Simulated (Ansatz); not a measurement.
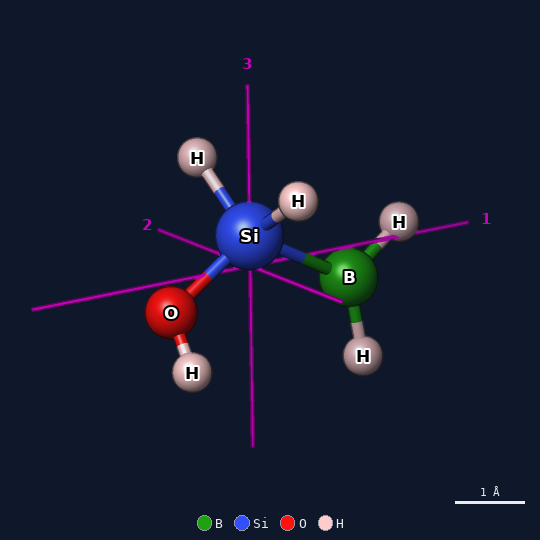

The three principal axes of inertia are drawn and numbered. Distant atoms are faded towards the background colour. The computed structure is the end point of a PBE0-D4/def2-TZVP optimisation. Masses are those of the most abundant isotopes; constants are for the rigid equilibrium geometry.

Which line is the a axis (least moment of inertia), which b and which c?

Answer. a is line 1, b is line 3, c is line 2; the moments are 23.9, 79.8, 97.2 u Å².

What kind of rotor is it, and what are its rotational constants in GHz?

Answer. An asymmetric top (C1): A = 21.2, B = 6.33, C = 5.20 GHz. Ray's parameter κ is −0.86, close to the prolate limit.
